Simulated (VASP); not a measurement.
## Geometry relaxation of SnHBrO (part 3 of 4)

Continued. System: SnHBrO (4 atoms in the cell). Method: Kohn-Sham DFT of a periodic cell, PBE, VASP PAW PBE potentials, recommended, no spin polarisation (VASP 6.6.1); cutoff 520 eV, 1×1×1 k-mesh, Gaussian smearing of 0.01 eV. It belongs to a series of runs on one base structure; here: atoms moved at random by about 0.02 A.

Geometry of the input (Å; fractional positions):
```
13.0000  0.0000  0.0000
0.0000  11.0000  0.0000
0.0000  0.0000  11.0000
O  0.4335  0.5525  0.4395
Sn 0.4426  0.4531  0.5888
Br 0.6350  0.4249  0.5733
H  0.3662  0.5808  0.4199
```

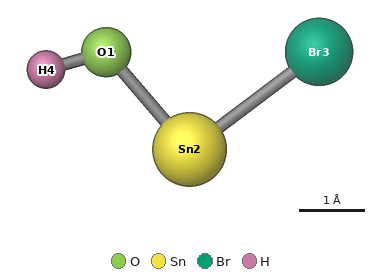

The geometry at step 2 of the log (ball-and-stick view of the molecule without its box, seen on its broad side; atoms are numbered from 1 in the order of the input).

Parts of OUTCAR, continued:
```
   LEPSILON=     F    determine dielectric tensor
   LRPA    =     F    only Hartree local field effects (RPA)
 conjugate gradient relaxation of ions
 non-spin polarized calculation
 RMM-DIIS sequential band-by-band and
 Gauss-broadening in eV      SIGMA  =   0.01
  energy-cutoff  :      520.00
  volume of cell :     1573.00
 maximum number of plane-waves:     21209
 NGX is ok and might be reduce to    98
   NGX = 49   NGY = 41   NGZ = 41

--------------------------------------- Ionic step        1  -------------------------------------------

 number of electron      27.9999995 magnetization

 Free energy of the ion-electron system (eV)
  ---------------------------------------------------
  ext. energy  EPLUGINS =         0.00000000
  ---------------------------------------------------
  free energy    TOTEN  =       -16.61218436 eV

  energy without entropy =      -16.61218436  energy(sigma->0) =      -16.61218436

------------------------ aborting loop because EDIFF is reached ----------------------------------------

  FORCE on cell =-STRESS in cart. coord.  units (eV):
  Direction    XX          YY          ZZ          XY          YZ          ZX
  --------------------------------------------------------------------------------------
  -------------------------------------------------------------------------------------
  Total        1.2541877      0.4904236      0.9113386     -0.4466356     -0.6867781      0.2951438
  in kB        1.2774514      0.4995204      0.9282429     -0.4549202     -0.6995170      0.3006184
  external PRESSURE =       0.9017382 kB  Pullay stress =       0.0000000 kB

 VOLUME and BASIS-vectors are now :
 -----------------------------------------------------------------------------
  energy-cutoff  :      520.00
  volume of cell :     1573.00
      direct lattice vectors                 reciprocal lattice vectors
    13.000000000  0.000000000  0.000000000     0.076923077  0.000000000  0.000000000
     0.000000000 11.000000000  0.000000000     0.000000000  0.090909091  0.000000000
     0.000000000  0.000000000 11.000000000     0.000000000  0.000000000  0.090909091

 POSITION                                       TOTAL-FORCE (eV/Angst)
 -----------------------------------------------------------------------------------
      5.63516      6.07741      4.83492         0.936003      0.015592     -0.285291
      5.75405      4.98423      6.47629        -0.109592     -0.340354      0.554097
      8.25471      4.67336      6.30608         0.182699     -0.034517     -0.001793
      4.76086      6.38915      4.61887        -1.009110      0.359279     -0.267014
 -----------------------------------------------------------------------------------
    total drift:                                0.000248      0.000331     -0.000482

  FREE ENERGIE OF THE ION-ELECTRON SYSTEM (eV)
  ---------------------------------------------------
  free  energy   TOTEN  =       -16.6121843553 eV

  energy  without entropy=      -16.6121843553  energy(sigma->0) =      -16.61218436

--------------------------------------- Ionic step        2  -------------------------------------------

 number of electron      28.0000000 magnetization

------------------------ aborting loop because EDIFF is reached ----------------------------------------

  FORCE on cell =-STRESS in cart. coord.  units (eV):
  Direction    XX          YY          ZZ          XY          YZ          ZX
  --------------------------------------------------------------------------------------
  -------------------------------------------------------------------------------------
  Total       -2.3649834     -0.2840340     -0.1877132      0.6935925      0.1686170     -0.3892819
  in kB       -2.4088511     -0.2893025     -0.1911951      0.7064578      0.1717446     -0.3965026
  external PRESSURE =      -0.9631162 kB  Pullay stress =       0.0000000 kB

 VOLUME and BASIS-vectors are now :
 -----------------------------------------------------------------------------
  energy-cutoff  :      520.00
  volume of cell :     1573.00
      direct lattice vectors                 reciprocal lattice vectors
    13.000000000  0.000000000  0.000000000     0.076923077  0.000000000  0.000000000
     0.000000000 11.000000000  0.000000000     0.000000000  0.090909091  0.000000000
     0.000000000  0.000000000 11.000000000     0.000000000  0.000000000  0.090909091

 POSITION                                       TOTAL-FORCE (eV/Angst)
 -----------------------------------------------------------------------------------
      5.68032      6.07816      4.82115        -2.503517      0.840715     -0.529106
      5.74876      4.96781      6.50303         0.065029      0.031859     -0.059962
      8.26353      4.67170      6.30599         0.023949     -0.043048      0.052300
      4.71218      6.40648      4.60599         2.414539     -0.829527      0.536768
 -----------------------------------------------------------------------------------
    total drift:                                0.000462     -0.000400     -0.000023

  FREE ENERGIE OF THE ION-ELECTRON SYSTEM (eV)
  ---------------------------------------------------
  free  energy   TOTEN  =       -16.5342249547 eV

  energy  without entropy=      -16.5342249547  energy(sigma->0) =      -16.53422495

--------------------------------------- Ionic step        3  -------------------------------------------

 number of electron      27.9999995 magnetization

------------------------ aborting loop because EDIFF is reached ----------------------------------------

  FORCE on cell =-STRESS in cart. coord.  units (eV):
  Direction    XX          YY          ZZ          XY          YZ          ZX
  --------------------------------------------------------------------------------------
  -------------------------------------------------------------------------------------
  Total        0.0852037      0.2393714      0.5763346     -0.0584109     -0.4195812      0.0448724
  in kB        0.0867842      0.2438114      0.5870250     -0.0594944     -0.4273640      0.0457048
  external PRESSURE =       0.3058735 kB  Pullay stress =       0.0000000 kB

 VOLUME and BASIS-vectors are now :
 -----------------------------------------------------------------------------
  energy-cutoff  :      520.00
  volume of cell :     1573.00
      direct lattice vectors                 reciprocal lattice vectors
    13.000000000  0.000000000  0.000000000     0.076923077  0.000000000  0.000000000
     0.000000000 11.000000000  0.000000000     0.000000000  0.090909091  0.000000000
     0.000000000  0.000000000 11.000000000     0.000000000  0.000000000  0.090909091

 POSITION                                       TOTAL-FORCE (eV/Angst)
 -----------------------------------------------------------------------------------
      5.64784      6.07762      4.83105        -0.259021      0.336634     -0.420791
      5.75256      4.97962      6.48380        -0.063497     -0.231153      0.375567
      8.25719      4.67289      6.30606         0.136782     -0.036458      0.012961
      4.74719      6.39402      4.61525         0.185736     -0.069024      0.032264
 -----------------------------------------------------------------------------------
    total drift:                                0.000362     -0.001318      0.002236

  FREE ENERGIE OF THE ION-ELECTRON SYSTEM (eV)
  ---------------------------------------------------
  free  energy   TOTEN  =       -16.6293979250 eV

  energy  without entropy=      -16.6293979250  energy(sigma->0) =      -16.62939793

[... ionic steps 4 to 39 ...]

--------------------------------------- Ionic step       40  -------------------------------------------

 number of electron      27.9999994 magnetization

------------------------ aborting loop because EDIFF is reached ----------------------------------------

  FORCE on cell =-STRESS in cart. coord.  units (eV):
  Direction    XX          YY          ZZ          XY          YZ          ZX
  --------------------------------------------------------------------------------------
  -------------------------------------------------------------------------------------
  Total       -0.0898270     -0.0392062     -0.0489966      0.0042952      0.0015230     -0.0099162
  in kB       -0.0914932     -0.0399334     -0.0499054      0.0043749      0.0015513     -0.0101002
  external PRESSURE =      -0.0604440 kB  Pullay stress =       0.0000000 kB

 VOLUME and BASIS-vectors are now :
 -----------------------------------------------------------------------------
  energy-cutoff  :      520.00
  volume of cell :     1573.00
      direct lattice vectors                 reciprocal lattice vectors
    13.000000000  0.000000000  0.000000000     0.076923077  0.000000000  0.000000000
     0.000000000 11.000000000  0.000000000     0.000000000  0.090909091  0.000000000
     0.000000000  0.000000000 11.000000000     0.000000000  0.000000000  0.090909091

 POSITION                                       TOTAL-FORCE (eV/Angst)
 -----------------------------------------------------------------------------------
      5.63417      6.09887      4.81573        -0.008106      0.004683     -0.004373
      5.76429      4.98025      6.48504        -0.001640     -0.001663      0.004017
      8.28023      4.65471      6.32176         0.002531      0.001042     -0.002800
      4.72610      6.39032      4.61363         0.007215     -0.004061      0.003157
 -----------------------------------------------------------------------------------
    total drift:                               -0.002831     -0.003083      0.002789

  FREE ENERGIE OF THE ION-ELECTRON SYSTEM (eV)
  ---------------------------------------------------
  free  energy   TOTEN  =       -16.6378332666 eV

  energy  without entropy=      -16.6378332666  energy(sigma->0) =      -16.63783327

--------------------------------------- Ionic step       41  -------------------------------------------

 number of electron      27.9999994 magnetization

------------------------ aborting loop because EDIFF is reached ----------------------------------------

  FORCE on cell =-STRESS in cart. coord.  units (eV):
  Direction    XX          YY          ZZ          XY          YZ          ZX
  --------------------------------------------------------------------------------------
  -------------------------------------------------------------------------------------
  Total       -0.0811931     -0.0414382     -0.0529652      0.0007884      0.0021121     -0.0077356
  in kB       -0.0826992     -0.0422068     -0.0539476      0.0008030      0.0021513     -0.0078791
  external PRESSURE =      -0.0596179 kB  Pullay stress =       0.0000000 kB

 VOLUME and BASIS-vectors are now :
 -----------------------------------------------------------------------------
  energy-cutoff  :      520.00
  volume of cell :     1573.00
      direct lattice vectors                 reciprocal lattice vectors
    13.000000000  0.000000000  0.000000000     0.076923077  0.000000000  0.000000000
     0.000000000 11.000000000  0.000000000     0.000000000  0.090909091  0.000000000
     0.000000000  0.000000000 11.000000000     0.000000000  0.000000000  0.090909091

 POSITION                                       TOTAL-FORCE (eV/Angst)
 -----------------------------------------------------------------------------------
      5.63407      6.09902      4.81564         0.005755     -0.001255      0.001157
      5.76434      4.98030      6.48505        -0.001332      0.000066      0.001448
      8.28025      4.65473      6.32164         0.001666      0.001050     -0.002515
      4.72612      6.39010      4.61383        -0.006089      0.000139     -0.000090
 -----------------------------------------------------------------------------------
    total drift:                               -0.000509     -0.003140      0.003569

  FREE ENERGIE OF THE ION-ELECTRON SYSTEM (eV)
  ---------------------------------------------------
  free  energy   TOTEN  =       -16.6378352741 eV

  energy  without entropy=      -16.6378352741  energy(sigma->0) =      -16.63783527

--------------------------------------- Ionic step       42  -------------------------------------------

 number of electron      27.9999994 magnetization

 Free energy of the ion-electron system (eV)
  ---------------------------------------------------
  ext. energy  EPLUGINS =         0.00000000
  ---------------------------------------------------
  free energy    TOTEN  =       -16.63783537 eV

  energy without entropy =      -16.63783537  energy(sigma->0) =      -16.63783537

 E-fermi :  -6.0097     XC(G=0):  -0.9804     alpha+bet : -0.4282

 val. band max:       -6.0742573440   @ k =   0.0000   0.0000   0.0000
 cond. band min:      -2.9802161229   @ k =   0.0000   0.0000   0.0000
 fundamental gap:      3.0940412211
 Fermi energy:        -6.0097357439

 k-point     1 :       0.0000    0.0000    0.0000
  band No.  band energies     occupation
      1     -26.2507      2.00000
      2     -26.0741      2.00000
      3     -26.0617      2.00000
      4     -25.9696      2.00000
      5     -25.8285      2.00000
      6     -23.4655      2.00000
      7     -18.8307      2.00000
      8     -12.1776      2.00000
      9      -9.8157      2.00000
     10      -7.9164      2.00000
     11      -7.2794      2.00000
     12      -6.5742      2.00000
     13      -6.5580      2.00000
     14      -6.0743      2.00000
     15      -2.9802      0.00000
     16      -1.3257      0.00000
     17      -0.8373      0.00000
     18      -0.1950      0.00000

------------------------ aborting loop because EDIFF is reached ----------------------------------------

  FORCE on cell =-STRESS in cart. coord.  units (eV):
  Direction    XX          YY          ZZ          XY          YZ          ZX
  --------------------------------------------------------------------------------------
  -------------------------------------------------------------------------------------
  Total       -0.0832435     -0.0425385     -0.0541560      0.0011210      0.0023989     -0.0081860
  in kB       -0.0847876     -0.0433276     -0.0551605      0.0011418      0.0024434     -0.0083379
  external PRESSURE =      -0.0610919 kB  Pullay stress =       0.0000000 kB

 VOLUME and BASIS-vectors are now :
 -----------------------------------------------------------------------------
  energy-cutoff  :      520.00
  volume of cell :     1573.00
      direct lattice vectors                 reciprocal lattice vectors
    13.000000000  0.000000000  0.000000000     0.076923077  0.000000000  0.000000000
     0.000000000 11.000000000  0.000000000     0.000000000  0.090909091  0.000000000
     0.000000000  0.000000000 11.000000000     0.000000000  0.000000000  0.090909091

 POSITION                                       TOTAL-FORCE (eV/Angst)
 -----------------------------------------------------------------------------------
      5.63409      6.09900      4.81566         0.001576      0.000297      0.000106
      5.76434      4.98030      6.48505         0.000371      0.000833      0.001788
      8.28024      4.65473      6.32166         0.001933      0.000268     -0.003187
      4.72611      6.39014      4.61380        -0.003880     -0.001398      0.001293
 -----------------------------------------------------------------------------------
    total drift:                               -0.000915      0.000718     -0.000342

  FREE ENERGIE OF THE ION-ELECTRON SYSTEM (eV)
  ---------------------------------------------------
  free  energy   TOTEN  =       -16.6378353671 eV

  energy  without entropy=      -16.6378353671  energy(sigma->0) =      -16.63783537

 reached required accuracy - stopping structural energy minimisation
```

CONTCAR:
```
SnHBrO
   1.00000000000000
    13.0000000000000000    0.0000000000000000    0.0000000000000000
     0.0000000000000000   11.0000000000000000    0.0000000000000000
     0.0000000000000000    0.0000000000000000   11.0000000000000000
  O               Sn              Br              H
     1     1     1     1
Direct
     0.4333913864313426    0.5544541632050090    0.4377870498283753
     0.4434104065393621    0.4527541448703162    0.5895495875920843
     0.6369419010541119    0.4231572043491294    0.5746959608602131
     0.3635473059751759    0.5809214875755413    0.4194364017193228

  0.00000000E+00  0.00000000E+00  0.00000000E+00
  0.00000000E+00  0.00000000E+00  0.00000000E+00
  0.00000000E+00  0.00000000E+00  0.00000000E+00
  0.00000000E+00  0.00000000E+00  0.00000000E+00
```

Trajectory as extended XYZ (Å, eV, eV/Å), 38 of the 42 frames kept, from step=0 to step=41:
```
4
Lattice="13.0000 0.0000 0.0000 0.0000 11.0000 0.0000 0.0000 0.0000 11.0000" Properties=species:S:1:pos:R:3:forces:R:3 step=0 energy=-16.61218
O     5.6352    6.0774    4.8349    0.9360   0.0156  -0.2853
Sn    5.7540    4.9842    6.4763   -0.1096  -0.3404   0.5541
Br    8.2547    4.6734    6.3061    0.1827  -0.0345  -0.0018
H     4.7609    6.3892    4.6189   -1.0091   0.3593  -0.2670
4
Lattice="13.0000 0.0000 0.0000 0.0000 11.0000 0.0000 0.0000 0.0000 11.0000" Properties=species:S:1:pos:R:3:forces:R:3 step=1 energy=-16.53422
O     5.6803    6.0782    4.8212   -2.5035   0.8407  -0.5291
Sn    5.7488    4.9678    6.5030    0.0650   0.0319  -0.0600
Br    8.2635    4.6717    6.3060    0.0239  -0.0430   0.0523
H     4.7122    6.4065    4.6060    2.4145  -0.8295   0.5368
4
Lattice="13.0000 0.0000 0.0000 0.0000 11.0000 0.0000 0.0000 0.0000 11.0000" Properties=species:S:1:pos:R:3:forces:R:3 step=2 energy=-16.62940
O     5.6478    6.0776    4.8311   -0.2590   0.3366  -0.4208
Sn    5.7526    4.9796    6.4838   -0.0635  -0.2312   0.3756
Br    8.2572    4.6729    6.3061    0.1368  -0.0365   0.0130
H     4.7472    6.3940    4.6152    0.1857  -0.0690   0.0323
4
Lattice="13.0000 0.0000 0.0000 0.0000 11.0000 0.0000 0.0000 0.0000 11.0000" Properties=species:S:1:pos:R:3:forces:R:3 step=3 energy=-16.63156
O     5.6464    6.0917    4.8108    0.1267  -0.2316   0.3329
Sn    5.7489    4.9667    6.5048    0.0564   0.2066  -0.3254
Br    8.2646    4.6710    6.3066   -0.0068  -0.0281   0.0378
H     4.7449    6.3947    4.6139   -0.1763   0.0530  -0.0454
4
Lattice="13.0000 0.0000 0.0000 0.0000 11.0000 0.0000 0.0000 0.0000 11.0000" Properties=species:S:1:pos:R:3:forces:R:3 step=4 energy=-16.63611
O     5.6471    6.0852    4.8201   -0.0488   0.0159   0.0069
Sn    5.7506    4.9726    6.4951   -0.0001   0.0183  -0.0224
Br    8.2612    4.6719    6.3063    0.0587  -0.0318   0.0262
H     4.7459    6.3944    4.6145   -0.0097  -0.0024  -0.0106
```
